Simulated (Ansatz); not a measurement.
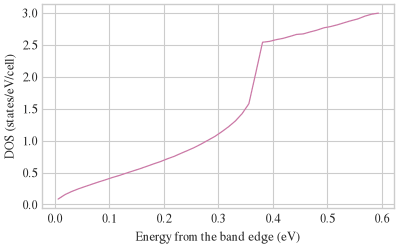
Figure. Density of states of CaO (Fm-3m) below the valence band maximum, r2SCAN, rigid bands in Ansatz (a quantum-chemistry and plane-wave program); cell volume 27.1 Å³.

Task: What effective density of states at 300 K does this give (∫ g(E) exp(−E/k_BT) dE, both spins, divided by the cell's size)?

Result: 1.6e20 cm⁻³, a density-of-states mass of 3.4 mₑ, valleys and band degeneracy included.

Spin-orbit coupling is left out; where it splits the top of the valence band, N_v and the p-type Seebeck coefficient come out somewhat high without it. Geometry: cell and atoms relaxed with PBEsol.
